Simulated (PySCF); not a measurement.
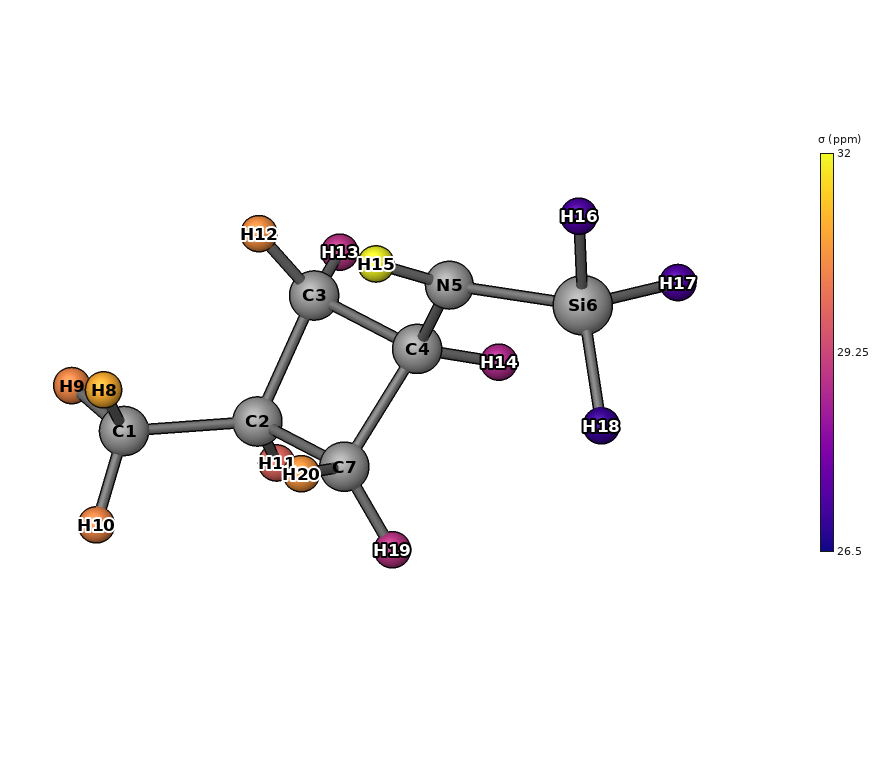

Atoms are coloured by their isotropic NMR shieldings (H only, the others grey). The geometry was computed by an optimisation with GFN2-xTB. No frequency run is at hand to confirm it as a minimum. Method: GIAO PBE0/pcSseg-1 NMR shielding, non-relativistic, gas phase (PySCF 2.14.0).

List the isotropic NMR shieldings of the H atoms.

```csv
atom,σ (ppm)
H8,31.02
H9,30.43
H10,30.44
H11,29.87
H12,30.56
H13,28.92
H14,28.75
H15,31.93
H16,27.19
H17,27.23
H18,26.98
H19,28.95
H20,30.67
```

The geometry is semi-empirical. Around Si such bond lengths and angles can be off by a tenth of an ångström or more and by several degrees, and values that hang on the shape move with them.
